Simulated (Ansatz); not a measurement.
```xyz
10

B    -0.8649    0.3966   -0.8721
C    -0.5907   -0.9089   -1.3549
C     0.1855   -0.7173   -0.2268
C     1.0445   -0.8270    0.8153
Si    0.3847    0.7944    0.9994
H    -1.4392    1.4312   -0.9514
H    -0.7255   -1.7186   -2.0494
H     1.6831   -1.6350    1.1250
H    -0.7002    1.1195    1.9564
H     1.1058    2.0138    0.5615
```

Geometry: PBE0-D4/def2-TZVP.

Level of theory: RKS PBE0-D4/def2-TZVPP (Ansatz 0.2.0).

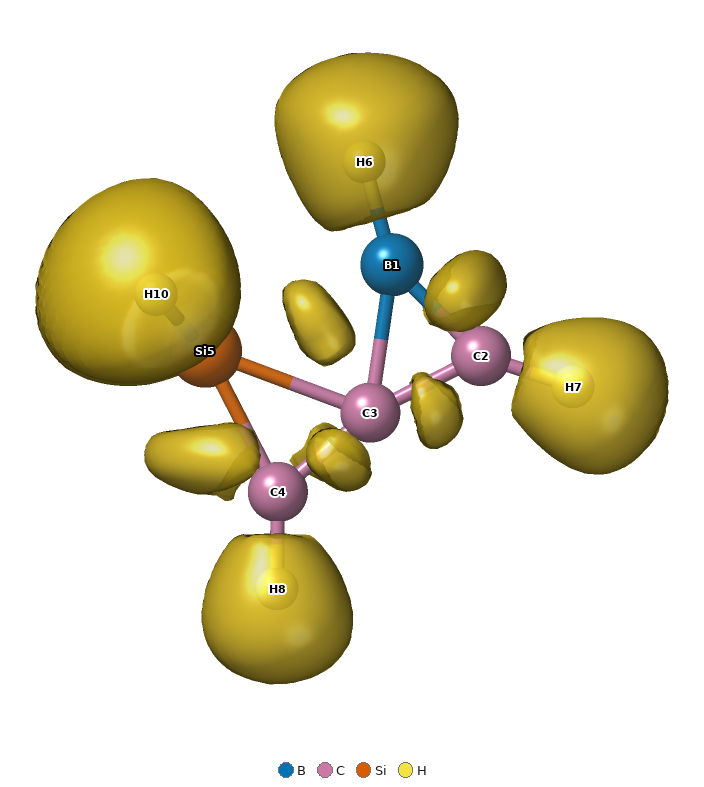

C3H5BSi. Isosurface of the electron localisation function at 0.8 (yellow), seen across its widest extent. Core shells and regions of very low density are left out.

What do the ELF domains correspond to?

At this value the surface marks out one region between bonded B–C atoms (shared pairs), two regions between bonded C–C atoms (shared pairs), one region between bonded C–Si atoms (shared pairs), five regions around hydrogen nuclei and one region wrapped around Si (its valence shell). Along the contacts the grid gives the following. C–C (1.36 Å): the ELF peaks at about 0.90 between the atoms, as expected for localised, covalent bonding. C–B (1.42 Å): the ELF peaks at about 0.85 between the atoms: localised, covalent bonding.
